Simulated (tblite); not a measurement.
# C$_{5}$H$_{11}$O$_{2}$Si: geometry relaxation (part 2 of 2)

The same run, continued: C$_{5}$H$_{11}$O$_{2}$Si, multiplicity 2; GFN2-xTB geometry optimisation, gas phase (tblite 0.8.0). It belongs to a series of runs on one base structure; here: H removed from sp3 C.

Geometry of the input (Å):
```
C  2.7935  -0.9878  -0.6787
C  1.8995  0.1522  -0.1904
O  1.1943  -0.3178  0.9595
Si 0.1091  0.7319  1.6765
O  -1.1529  1.0650  0.6617
C  -2.0985  0.0129  0.3600
C  -2.0934  -0.7190  -0.8934
C  -3.0539  0.3447  -0.7418
H  3.4835  -1.3102  0.1071
H  3.3570  -0.6761  -1.5495
H  2.1746  -1.8581  -0.9461
H  1.2117  0.4417  -0.9795
H  2.5298  1.0060  0.0979
H  0.8202  1.9803  2.0274
H  -0.4206  0.1091  2.9242
H  -2.5154  -0.5367  1.2156
H  -1.2660  -0.6828  -1.5834
H  -2.8904  1.2188  -1.3448
H  -4.0918  0.0352  -0.6355
```

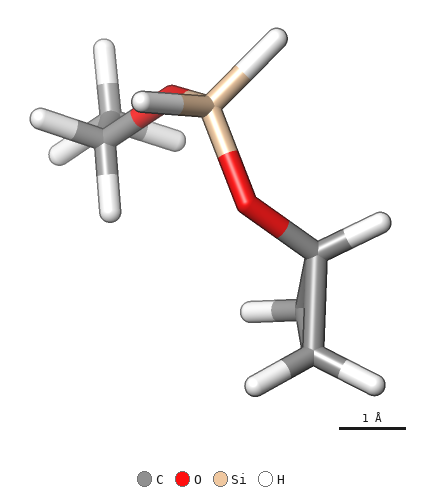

Figure 1. The geometry at step 64 of the log (stick view, seen at a tilt).

**Trajectory as extended XYZ, continued**
```
19
Properties=species:S:1:pos:R:3:forces:R:3 step=32 energy=-711.74233
C     2.7931   -1.0497   -0.6469    0.0000  -0.0010   0.0020
C     1.9876    0.1690   -0.2189    0.0120  -0.0040  -0.0110
O     1.3378   -0.0798    0.9985   -0.0160  -0.0160  -0.0190
Si    0.1210    0.7063    1.7212   -0.0020  -0.0090  -0.0330
O    -1.2307    0.8919    0.8360   -0.0260   0.0220  -0.0090
C    -2.1925    0.0044    0.3888    0.0210  -0.0020   0.0100
C    -2.0406   -0.6497   -0.9057    0.0250  -0.0420   0.0340
C    -3.0765    0.3815   -0.7973    0.0090  -0.0240  -0.0260
H     3.4789   -1.3380    0.1457   -0.0180   0.0100   0.0010
H     3.3639   -0.8117   -1.5412   -0.0130  -0.0260  -0.0010
H     2.1327   -1.8878   -0.8570    0.0070   0.0180   0.0270
H     1.2543    0.4224   -0.9937   -0.0380   0.0090  -0.0060
H     2.6537    1.0315   -0.0958    0.0110   0.0200   0.0280
H     0.3757    2.1209    1.9437    0.0200   0.0400   0.0100
H    -0.0417   -0.1596    2.8754    0.0150  -0.0210  -0.0030
H    -2.6904   -0.5110    1.2061    0.0170  -0.0270  -0.0220
H    -1.1810   -0.6369   -1.5466   -0.0210  -0.0110   0.0030
H    -2.9418    1.3172   -1.3270   -0.0020   0.0420   0.0370
H    -4.1131    0.0885   -0.6983    0.0010   0.0250  -0.0220
19
Properties=species:S:1:pos:R:3:forces:R:3 step=40 energy=-711.74604
C     2.7878   -1.0484   -0.6432   -0.0080  -0.0140   0.0080
C     1.9885    0.1804   -0.2330    0.0000  -0.0130   0.0100
O     1.3279   -0.0701    0.9778   -0.0050  -0.0040   0.0130
Si    0.1180    0.7106    1.7157    0.0120  -0.0080   0.0130
O    -1.2475    0.8893    0.8518   -0.0060   0.0130   0.0100
C    -2.1956   -0.0071    0.3923    0.0040   0.0010   0.0120
C    -2.0340   -0.6500   -0.9056   -0.0150  -0.0110  -0.0150
C    -3.0688    0.3835   -0.7943    0.0020  -0.0040  -0.0250
H     3.4709   -1.3223    0.1566    0.0040   0.0060  -0.0070
H     3.3583   -0.8438   -1.5458   -0.0210   0.0150   0.0100
H     2.1197   -1.8861   -0.8266   -0.0060   0.0010   0.0080
H     1.2586    0.4382   -1.0097   -0.0020   0.0040  -0.0300
H     2.6586    1.0387   -0.1001    0.0010   0.0120   0.0010
H     0.3723    2.1262    1.9485   -0.0030  -0.0110  -0.0080
H    -0.0231   -0.1694    2.8641    0.0090   0.0050  -0.0120
H    -2.6926   -0.5402    1.1976    0.0130  -0.0080   0.0240
H    -1.1761   -0.6562   -1.5476   -0.0130   0.0160   0.0070
H    -2.9217    1.3338   -1.2949    0.0080   0.0120  -0.0080
H    -4.1109    0.1020   -0.7169    0.0230  -0.0090  -0.0090
19
Properties=species:S:1:pos:R:3:forces:R:3 step=48 energy=-711.74659
C     2.7845   -1.0491   -0.6407    0.0000  -0.0050  -0.0020
C     1.9872    0.1817   -0.2346    0.0010  -0.0070   0.0050
O     1.3248   -0.0682    0.9743   -0.0050  -0.0060   0.0080
Si    0.1170    0.7105    1.7158    0.0060  -0.0020   0.0110
O    -1.2515    0.8885    0.8569    0.0000   0.0120   0.0030
C    -2.1969   -0.0093    0.3941    0.0100  -0.0010   0.0060
C    -2.0325   -0.6498   -0.9053    0.0020   0.0010  -0.0100
C    -3.0657    0.3845   -0.7948   -0.0050  -0.0060  -0.0090
H     3.4717   -1.3192    0.1568    0.0030   0.0050  -0.0080
H     3.3492   -0.8454   -1.5465   -0.0040  -0.0060  -0.0060
H     2.1147   -1.8871   -0.8167    0.0020   0.0030   0.0040
H     1.2618    0.4392   -1.0162   -0.0120   0.0020  -0.0070
H     2.6575    1.0400   -0.1011    0.0030   0.0050   0.0020
H     0.3699    2.1260    1.9467   -0.0020  -0.0010  -0.0010
H    -0.0149   -0.1728    2.8622    0.0000   0.0060  -0.0020
H    -2.6894   -0.5455    1.2005   -0.0090  -0.0040  -0.0010
H    -1.1750   -0.6531   -1.5473    0.0070   0.0060   0.0070
H    -2.9148    1.3365   -1.2919    0.0030   0.0020  -0.0020
H    -4.1074    0.1020   -0.7252    0.0010  -0.0030   0.0020
19
Properties=species:S:1:pos:R:3:forces:R:3 step=56 energy=-711.74744
C     2.7755   -1.0500   -0.6439   -0.0010  -0.0100  -0.0040
C     1.9766    0.1785   -0.2352    0.0070  -0.0060   0.0000
O     1.3119   -0.0779    0.9715   -0.0030   0.0210   0.0000
Si    0.1152    0.7103    1.7217   -0.0030   0.0020   0.0040
O    -1.2616    0.8930    0.8762    0.0010  -0.0070  -0.0110
C    -2.1928   -0.0100    0.3958   -0.0140   0.0050   0.0080
C    -2.0094   -0.6436   -0.9041   -0.0040   0.0070  -0.0100
C    -3.0541    0.3805   -0.8010    0.0110   0.0090   0.0080
H     3.4874   -1.3025    0.1376   -0.0070  -0.0030  -0.0050
H     3.3132   -0.8577   -1.5686   -0.0080   0.0030   0.0000
H     2.1052   -1.8937   -0.7876    0.0140  -0.0120  -0.0020
H     1.2533    0.4367   -1.0191   -0.0140   0.0020   0.0110
H     2.6454    1.0372   -0.0974   -0.0020   0.0090  -0.0010
H     0.3680    2.1269    1.9431    0.0140   0.0040   0.0070
H    -0.0092   -0.1678    2.8727   -0.0010   0.0000  -0.0020
H    -2.6936   -0.5525    1.1926   -0.0030  -0.0130   0.0080
H    -1.1442   -0.6255   -1.5360    0.0030  -0.0070   0.0060
H    -2.9013    1.3345   -1.2941   -0.0210  -0.0030   0.0000
H    -4.0954    0.0929   -0.7373    0.0320   0.0000  -0.0170
19
Properties=species:S:1:pos:R:3:forces:R:3 step=64 energy=-711.74821
C     2.7651   -1.0524   -0.6471   -0.0010  -0.0080  -0.0040
C     1.9657    0.1758   -0.2353    0.0080  -0.0130  -0.0010
O     1.3043   -0.0778    0.9736    0.0070   0.0040   0.0030
Si    0.1129    0.7137    1.7287    0.0030  -0.0080  -0.0020
O    -1.2695    0.8938    0.8917   -0.0040   0.0010   0.0040
C    -2.1918   -0.0118    0.3984   -0.0120   0.0200  -0.0040
C    -1.9878   -0.6342   -0.9036   -0.0050  -0.0010  -0.0150
C    -3.0412    0.3811   -0.8071    0.0000  -0.0050   0.0050
H     3.4988   -1.2902    0.1187   -0.0060   0.0080   0.0000
H     3.2774   -0.8672   -1.5877   -0.0010   0.0080   0.0050
H     2.1026   -1.9064   -0.7645   -0.0100   0.0110  -0.0010
H     1.2388    0.4344   -1.0160   -0.0060  -0.0070   0.0040
H     2.6345    1.0353   -0.1000   -0.0020   0.0000  -0.0120
H     0.3732    2.1297    1.9447    0.0010   0.0030   0.0070
H    -0.0046   -0.1638    2.8808   -0.0030   0.0020   0.0040
H    -2.6979   -0.5626    1.1870    0.0080   0.0060  -0.0080
H    -1.1131   -0.6077   -1.5219    0.0010  -0.0040   0.0000
H    -2.8979    1.3399   -1.2949    0.0040  -0.0180   0.0200
H    -4.0794    0.0797   -0.7583    0.0190   0.0020  -0.0090
19
Properties=species:S:1:pos:R:3:forces:R:3 step=72 energy=-711.74867
C     2.7571   -1.0544   -0.6493   -0.0040   0.0140   0.0010
C     1.9588    0.1734   -0.2357   -0.0120   0.0080   0.0000
O     1.3066   -0.0734    0.9798    0.0030  -0.0060   0.0030
Si    0.1119    0.7146    1.7340    0.0060   0.0040   0.0000
O    -1.2728    0.8969    0.8998    0.0080  -0.0160   0.0050
C    -2.1892   -0.0112    0.3988   -0.0050   0.0050  -0.0060
C    -1.9734   -0.6293   -0.9040   -0.0010  -0.0030  -0.0030
C    -3.0321    0.3802   -0.8108    0.0050   0.0030   0.0040
H     3.5010   -1.2830    0.1092   -0.0140  -0.0160   0.0040
H     3.2588   -0.8693   -1.5955   -0.0060  -0.0060  -0.0010
H     2.0937   -1.9093   -0.7558    0.0140   0.0030   0.0020
H     1.2239    0.4249   -1.0110   -0.0060   0.0020  -0.0060
H     2.6270    1.0352   -0.1124   -0.0080   0.0010  -0.0040
H     0.3746    2.1300    1.9510   -0.0060   0.0080   0.0060
H    -0.0042   -0.1610    2.8879   -0.0030  -0.0010  -0.0040
H    -2.6972   -0.5666    1.1827    0.0110   0.0000  -0.0010
H    -1.0952   -0.6023   -1.5168    0.0060   0.0010  -0.0020
H    -2.8911    1.3435   -1.2892    0.0070  -0.0090  -0.0030
H    -4.0680    0.0704   -0.7756    0.0060   0.0070   0.0060
19
Properties=species:S:1:pos:R:3:forces:R:3 step=80 energy=-711.74976
C     2.7283   -1.0554   -0.6546   -0.0200   0.0140   0.0060
C     1.9288    0.1724   -0.2421   -0.0210   0.0180   0.0060
O     1.3100   -0.0606    0.9938    0.0000   0.0020   0.0010
Si    0.1147    0.7207    1.7548   -0.0080   0.0070  -0.0040
O    -1.2716    0.8953    0.9220    0.0100  -0.0070  -0.0080
C    -2.1699   -0.0179    0.3987   -0.0110   0.0050  -0.0100
C    -1.9289   -0.6220   -0.9065    0.0070  -0.0100   0.0130
C    -2.9959    0.3787   -0.8205    0.0090   0.0040   0.0040
H     3.4899   -1.2722    0.0893    0.0030   0.0170   0.0080
H     3.2041   -0.8853   -1.6166    0.0060   0.0070   0.0020
H     2.0682   -1.9151   -0.7298   -0.0140  -0.0200  -0.0090
H     1.1709    0.4017   -1.0030    0.0080  -0.0030   0.0070
H     2.5862    1.0466   -0.1508    0.0100  -0.0210  -0.0080
H     0.3625    2.1390    1.9749    0.0060  -0.0090   0.0040
H    -0.0016   -0.1581    2.9059    0.0150  -0.0020   0.0020
H    -2.6834   -0.5844    1.1708    0.0010  -0.0060  -0.0070
H    -1.0424   -0.5825   -1.5059    0.0170  -0.0040  -0.0080
H    -2.8506    1.3477   -1.2855   -0.0070  -0.0030  -0.0090
H    -4.0292    0.0607   -0.8082   -0.0120   0.0110   0.0100
19
Properties=species:S:1:pos:R:3:forces:R:3 step=88 energy=-711.75039
C     2.7123   -1.0554   -0.6556   -0.0030   0.0030   0.0000
C     1.9137    0.1727   -0.2441    0.0000   0.0070  -0.0010
O     1.3159   -0.0506    1.0033    0.0010   0.0010  -0.0070
Si    0.1163    0.7235    1.7644    0.0040   0.0000   0.0010
O    -1.2649    0.8933    0.9230    0.0030  -0.0020   0.0070
C    -2.1597   -0.0207    0.3958    0.0000   0.0020  -0.0030
C    -1.9139   -0.6235   -0.9090   -0.0010  -0.0010   0.0020
C    -2.9814    0.3776   -0.8252    0.0010   0.0000  -0.0010
H     3.4749   -1.2649    0.0895    0.0000  -0.0040   0.0010
H     3.1889   -0.8845   -1.6172    0.0000  -0.0020  -0.0020
H     2.0554   -1.9182   -0.7299   -0.0030  -0.0040   0.0000
H     1.1447    0.3929   -0.9961    0.0010   0.0040   0.0090
H     2.5733    1.0467   -0.1723   -0.0020   0.0020   0.0020
H     0.3584    2.1415    1.9907    0.0020  -0.0030   0.0010
H     0.0063   -0.1591    2.9131    0.0040   0.0010   0.0050
H    -2.6746   -0.5911    1.1640   -0.0020   0.0060   0.0000
H    -1.0242   -0.5820   -1.5045   -0.0020  -0.0040  -0.0080
H    -2.8346    1.3463   -1.2904    0.0010  -0.0010  -0.0030
H    -4.0164    0.0645   -0.8124   -0.0020  -0.0060  -0.0030
```

**Summary**

```csv
quantity,value
outcome,converged
total energy,−711.7504 eV
hardware,"1 CPU thread, shared host"
wall time,0.51 s
peak memory,0.18 GiB
```
